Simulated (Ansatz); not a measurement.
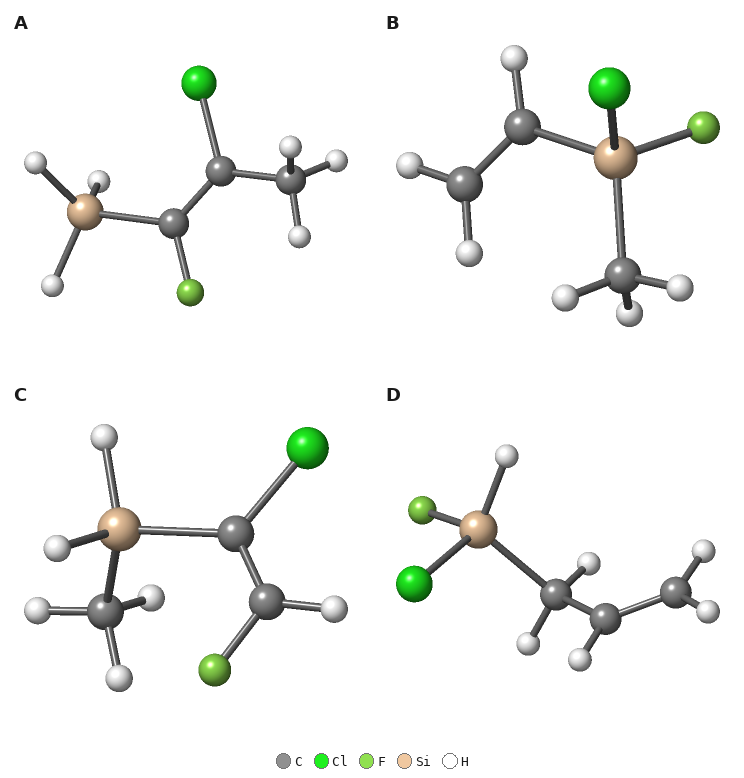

Simulated data, not a measurement (program: Ansatz).

Question: Which panel belongs to which SMILES?
(1) C[SiH2]/C(Cl)=C\F
(2) C=C[Si@@](C)(F)Cl
(3) C/C(Cl)=C(\F)[SiH3]
(4) C=CC[Si@@H](F)Cl

Answer: A is (3), B is (2), C is (1), D is (4).
